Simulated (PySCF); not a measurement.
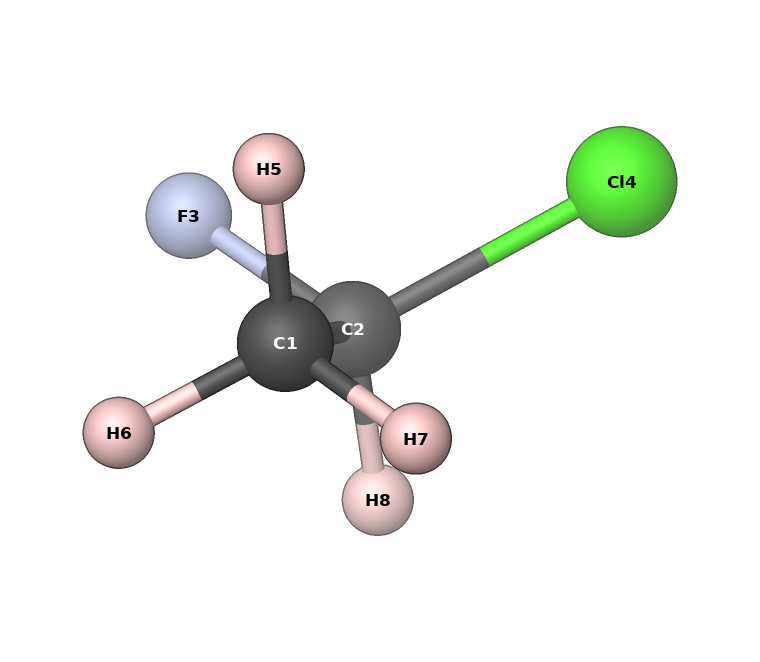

C2 lies behind C1. The molecule seen a little off the C1–C2 bond, C1 in front. Distant atoms are faded towards the background colour. Computed geometry: PBE0-D3(BJ)/def2-SVP optimisation. No frequency run is at hand to confirm it as a minimum.

What is the torsion angle H5–C1–C2–Cl4? The sign is positive where the front bond must turn clockwise to cover the back bond.

60°, synclinal (gauche). The bonds about C1–C2 are staggered.
